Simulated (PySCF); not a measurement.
Consider B2H7NOSi (SMILES BNBO[SiH3]).

Input file:

```
{"job": {"kind": "nmr", "xc": "B3LYP", "basis": "pcSseg-1", "solvent": "acetone", "pop": false}, "charge": 0, "multiplicity": 1}
B      1.995842     0.528332    -0.728946
N      1.181884     0.674050     0.381387
B      0.415766    -0.360626     1.080784
O     -0.821789    -0.642912     0.729356
Si    -2.082667    -0.466446    -0.273700
H      2.501410     1.473803    -1.205295
H      2.165409    -0.547367    -1.164140
H      1.030961     1.606921     0.736467
H      0.893168    -0.956698     1.980968
H     -1.831069     0.505187    -1.340590
H     -3.150811    -0.006286     0.613535
H     -2.298105    -1.807958    -0.809826
```

Run with:

```sh
OMP_NUM_THREADS=1 python ens_run.py task.json out
```

Geometry: GFN2-xTB.

Method: B3LYP/pcSseg-1, SCF density, in a acetone solvent model, non-relativistic (PySCF 2.14.0).

Question: What will maps of the electron density and electron localisation function show?

Answer: B–O (1.32 Å): the density is about 2.3 e/Å³ at the midpoint; the ELF peaks at about 0.90 between the atoms; a short, strongly polar bond.
Si–O (1.62 Å): the density is about 1.1 e/Å³ at the midpoint; the ELF peaks at about 0.85 between the atoms; a short, strongly polar bond.
B–N (1.47 Å): ρ is about 1.8 e/Å³ halfway; the ELF peaks at about 0.95 between the atoms, as expected for a shared but strongly polarised pair.
B–H (1.18 Å): the density is about 1.3 e/Å³ at the midpoint; the ELF climbs to about 1 towards the hydrogen, as it does in any bond to H; an ordinary covalent bond to hydrogen.

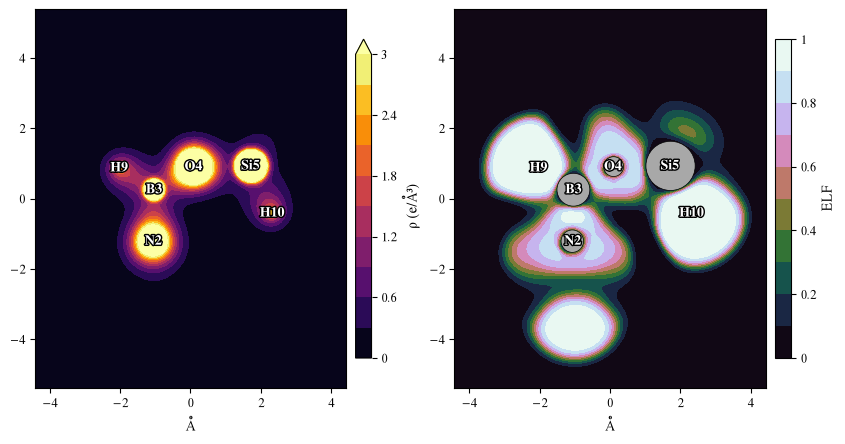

Computed electron density and electron localisation function on the plane of atoms O4, Si5 and H10, in this order. Grey discs cover the atomic cores in the ELF map. 
